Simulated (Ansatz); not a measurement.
# BH₃ (triplet): RPA-PBE over vertical spin and charge gaps, aug-cc-pVDZ

How well do these functionals follow the top wave-function level for BH₃ (triplet) over vertical spin and charge gaps?

Computed with Ansatz 0.2.0, Gaussian basis. Level: aug-cc-pVDZ, all electrons in the functionals, frozen cores in the correlation of double hybrids and RPA.

The runs, in order: RPA-PBE, at charge 0, triplet; charge 0, singlet; charge 0, quintet; charge 1, doublet; charge 1, quartet.

16 further runs of the same task are left out: 8 for a known fault of the program, 2 that didn't finish, 6 set aside as unsound or not needed.

### Step 1. The geometry

The geometry is a PBE0/def2-TZVP stationary point (not a proven minimum).

4 atoms, charge 0, spin multiplicity 3.

Atoms are counted from 1 here; the program's logs count them from 0.

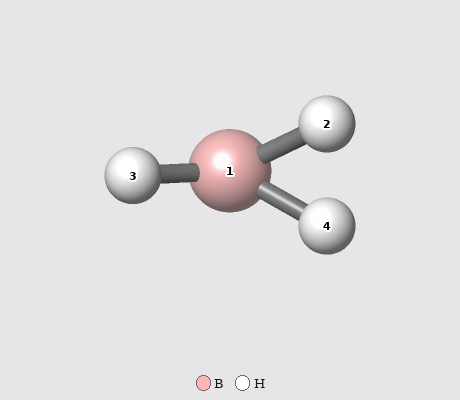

The structure; boron pink, hydrogen white; atoms are numbered from 1 in the order of the file.

As a file:

```xyz
4
charge 0, multiplicity 3
B    -0.1149    0.0000    0.0891
H     0.3114    0.5391   -0.9919
H     0.6095    0.0000    1.0286
H     0.3113   -0.5391   -0.9919
```

No dispersion term is added.

The geometry shown and the zero of energy belong to the point charge 0, triplet. The yardstick, FCI, and other wave-function levels (R restricted, U unrestricted, valence and pair active spaces) come from earlier runs.

### Step 2. RPA-PBE, charge 0, triplet

File in.yaml:

```yaml
crystal:
  periodic: [false, false, false]
  atoms:
    - {symbol: B, position_ang: [-0.114887, 0.000009, 0.089052]}
    - {symbol: H, position_ang: [0.311423, 0.539087, -0.991887]}
    - {symbol: H, position_ang: [0.609492, -0.000048, 1.028622]}
    - {symbol: H, position_ang: [0.311340, -0.539134, -0.991888]}
basis:
  gaussian: {orbitals: aug-cc-pVDZ}
magnetization: {spin_polarized: true, initial_magnetization: 2}
hamiltonian: {xc: {name: PBE}}
correlation: {method: rpa, electrons: outside_noble_gas}
```

The run is started by

```console
$ ansatz run in.yaml --threads 1 --pin off --events-out ev --progress --plain --max-ram 3328MiB --backend cpu
```

The program printed:

```text
Functional definition: PBE
  name "PBE"
  cite "Perdew, Burke & Ernzerhof, Phys. Rev. Lett. 77, 3865 (1996) doi:10.1103/PhysRevLett.77.3865"
  parent pbe
  parameter kappa = 0.804
  parameter beta = 0.06672455060314922
  exchange = pbe_x(kappa = kappa, mu = beta*pi^2/3)
  correlation = pbe_c(beta = beta)
480 factors; integrals over basis functions are off by at most 8.6e-4 eV
mean field evaluation 1: about -717.0395 eV, gradient 1.5e1 eV
mean field evaluation 2: about -717.0331 eV, gradient 1.5e1 eV
mean field evaluation 4: about -718.8527 eV, gradient 1.6e0 eV
mean field evaluation 8: about -718.8743 eV, gradient 1.1e-2 eV
mean field -718.87434335 eV, -26.4181448477 hartree, gradient 8.9e-6 eV, S^2 2.003100; 0 other end points of the search recorded, 0 dependent functions left out
1 core orbitals not correlated: weight in the atoms' cores, before any rotation towards them, 1.000 or more for the frozen orbitals, at most 0.000 for the correlated occupied ones
reference -714.46375179 eV, -26.2560585973 hartree; 4, 2 occupied and 45, 47 virtual orbitals, 480 factors
Total energy: -719.83806155 eV, -26.4535608381 hartree
```

Run time: 0.73 s. Hardware: 1 thread of AMD EPYC 7R13, shared host; peak memory 0.27 GiB.

From the report: ⟨S²⟩ of the determinant 2.003 (pure triplet: 2.00).

### Step 3. RPA-PBE, charge 0, singlet

Changes to in.yaml since step 2:

```diff
@@ -9,3 +9,3 @@
   gaussian: {orbitals: aug-cc-pVDZ}
-magnetization: {spin_polarized: true, initial_magnetization: 2}
+magnetization: {spin_polarized: true, initial_magnetization: 0}
 hamiltonian: {xc: {name: PBE}}
```

Launched as before.

The program printed, shortened:

```text
Functional definition: PBE
  name "PBE"
  cite "Perdew, Burke & Ernzerhof, Phys. Rev. Lett. 77, 3865 (1996) doi:10.1103/PhysRevLett.77.3865"
  parent pbe
[...]
480 factors; integrals over basis functions are off by at most 8.6e-4 eV
[...]
mean field -718.73069596 eV, -26.4128659032 hartree, gradient 9.0e-6 eV, S^2 0.748247; 13 other end points of the search recorded, 0 dependent functions left out
1 core orbitals not correlated: weight in the atoms' cores, before any rotation towards them, 1.000 or more for the frozen orbitals, at most 0.000 for the correlated occupied ones
reference -713.80326185 eV, -26.2317860398 hartree; 3, 3 occupied and 46, 46 virtual orbitals, 480 factors
Total energy: -719.66994811 eV, -26.4473827834 hartree
```

It took 3.4 s on 1 thread of AMD EPYC 7R13, shared host; peak memory 0.26 GiB.

From the report: ⟨S²⟩ of the determinant 0.748 (pure singlet: 0.00). The determinant is far from a pure spin state, so its energy mixes those of several spin states (harmless only where they are near-degenerate, as at dissociation).

From charge 0, triplet: +16.2 kJ/mol.

### Step 4. RPA-PBE, charge 0, quintet

Changes to in.yaml since step 3:

```diff
@@ -9,3 +9,3 @@
   gaussian: {orbitals: aug-cc-pVDZ}
-magnetization: {spin_polarized: true, initial_magnetization: 0}
+magnetization: {spin_polarized: true, initial_magnetization: 4}
 hamiltonian: {xc: {name: PBE}}
```

Same command.

The program printed, shortened:

```text
Functional definition: PBE
  name "PBE"
  cite "Perdew, Burke & Ernzerhof, Phys. Rev. Lett. 77, 3865 (1996) doi:10.1103/PhysRevLett.77.3865"
  parent pbe
[...]
480 factors; integrals over basis functions are off by at most 8.6e-4 eV
[...]
mean field -709.44506950 eV, -26.0716254250 hartree, gradient 4.6e-6 eV, S^2 6.000690; 8 other end points of the search recorded, 0 dependent functions left out
1 core orbitals not correlated: weight in the atoms' cores, before any rotation towards them, 1.000 or more for the frozen orbitals, at most 0.000 for the correlated occupied ones
reference -705.14739450 eV, -25.9136887819 hartree; 5, 1 occupied and 44, 48 virtual orbitals, 480 factors
Total energy: -710.18216228 eV, -26.0987130851 hartree
```

Run time: 2.7 s. Hardware: 1 thread of AMD EPYC 7R13, shared host; peak memory 0.27 GiB.

From the report: ⟨S²⟩ of the determinant 6.001 (pure quintet: 6.00).

From charge 0, triplet: +931.7 kJ/mol.

### Step 5. RPA-PBE, charge 1, doublet

Changes to in.yaml since step 4:

```diff
@@ -9,3 +9,4 @@
   gaussian: {orbitals: aug-cc-pVDZ}
-magnetization: {spin_polarized: true, initial_magnetization: 4}
+total_charge: 1
+magnetization: {spin_polarized: true, initial_magnetization: 1}
 hamiltonian: {xc: {name: PBE}}
```

Launched as before.

The program printed, shortened:

```text
Functional definition: PBE
  name "PBE"
  cite "Perdew, Burke & Ernzerhof, Phys. Rev. Lett. 77, 3865 (1996) doi:10.1103/PhysRevLett.77.3865"
  parent pbe
[...]
480 factors; integrals over basis functions are off by at most 8.6e-4 eV
[...]
mean field -709.39088829 eV, -26.0696343022 hartree, gradient 4.4e-6 eV, S^2 0.755798; 5 other end points of the search recorded, 0 dependent functions left out
1 core orbitals not correlated: weight in the atoms' cores, before any rotation towards them, 1.000 or more for the frozen orbitals, at most 0.000 for the correlated occupied ones
reference -705.54743746 eV, -25.9283900895 hartree; 3, 2 occupied and 46, 47 virtual orbitals, 480 factors
Total energy: -710.32041599 eV, -26.1037938153 hartree
```

Run time: 1.5 s. Hardware: 1 thread of AMD EPYC 7R13, shared host; peak memory 0.26 GiB.

From the report: ⟨S²⟩ of the determinant 0.756 (pure doublet: 0.75).

From charge 0, triplet: +918.3 kJ/mol.

### Step 6. RPA-PBE, charge 1, quartet

Changes to in.yaml since step 5:

```diff
@@ -10,3 +10,3 @@
 total_charge: 1
-magnetization: {spin_polarized: true, initial_magnetization: 1}
+magnetization: {spin_polarized: true, initial_magnetization: 3}
 hamiltonian: {xc: {name: PBE}}
```

Same command.

The program printed:

```text
Functional definition: PBE
  name "PBE"
  cite "Perdew, Burke & Ernzerhof, Phys. Rev. Lett. 77, 3865 (1996) doi:10.1103/PhysRevLett.77.3865"
  parent pbe
  parameter kappa = 0.804
  parameter beta = 0.06672455060314922
  exchange = pbe_x(kappa = kappa, mu = beta*pi^2/3)
  correlation = pbe_c(beta = beta)
480 factors; integrals over basis functions are off by at most 8.6e-4 eV
mean field evaluation 1: about -703.2941 eV, gradient 1.5e1 eV
mean field evaluation 2: about -703.2885 eV, gradient 1.5e1 eV
mean field evaluation 4: about -705.0815 eV, gradient 6.5e-1 eV
mean field evaluation 8: about -705.0853 eV, gradient 3.6e-2 eV
mean field evaluation 16: about -705.0853 eV, gradient 1.2e-6 eV
mean field -705.08531377 eV, -25.9114073570 hartree, gradient 1.2e-6 eV, S^2 3.750821; 0 other end points of the search recorded, 0 dependent functions left out
1 core orbitals not correlated: weight in the atoms' cores, before any rotation towards them, 1.000 or more for the frozen orbitals, at most 0.000 for the correlated occupied ones
reference -701.71672292 eV, -25.7876139266 hartree; 4, 1 occupied and 45, 48 virtual orbitals, 480 factors
Total energy: -705.82347998 eV, -25.9385344649 hartree
```

Run time: 0.73 s. Hardware: 1 thread of AMD EPYC 7R13, shared host; peak memory 0.26 GiB.

From the report: ⟨S²⟩ of the determinant 3.751 (pure quartet: 3.75).

From charge 0, triplet: +1352.2 kJ/mol.

### Step 7. The comparison

The yardstick is full CI for this spin, exact in this basis with these frozen cores. It comes from earlier runs at the same points. Energies in kJ/mol, counted from charge 0, triplet; blanks weren't run or aren't comparable.

```tsv
level	triplet to quintet	ionisation to the doublet cation	ionisation to the quartet cation
FCI		903.5	1321.7
RPA-PBE	931.7	918.3	1352.2
```

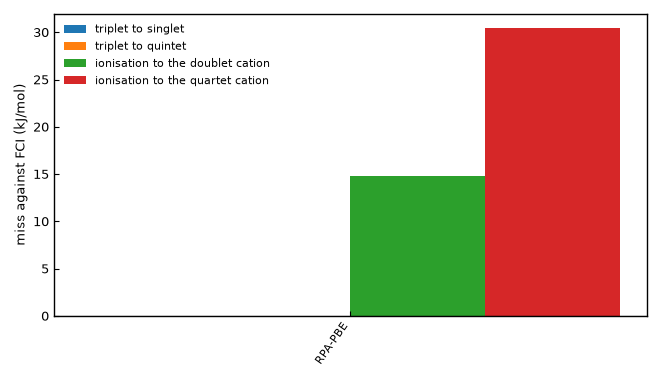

Misses of the gaps against FCI.

Largest miss and mean time a point (FCI took 24 s a point; shared hosts):

```tsv
level	largest miss (kJ/mol)	where	time a point
RPA-PBE	+30.5	ionisation to the quartet cation	1.8 s
```

### Step 8. What came out

| quantity | value |
| --- | --- |
| ionisation to the doublet cation, FCI | 903.5 kJ/mol |
| ionisation to the quartet cation, FCI | 1321.7 kJ/mol |
| largest miss, RPA-PBE | +30.5 kJ/mol (ionisation to the quartet cation) |

**Reading.** Misses are known at 2 of 4 points at best, and only functionals with that many are ranked. RPA-PBE strays by up to 30.5 kJ/mol, at ionisation to the quartet cation. RPA-PBE clearly breaks the spin symmetry at some points (⟨S²⟩ up to 0.75 above the pure value), so energy there is bought with a mixed spin. Functionals and the yardstick converge differently with the basis, so part of each miss in aug-cc-pVDZ is the basis.
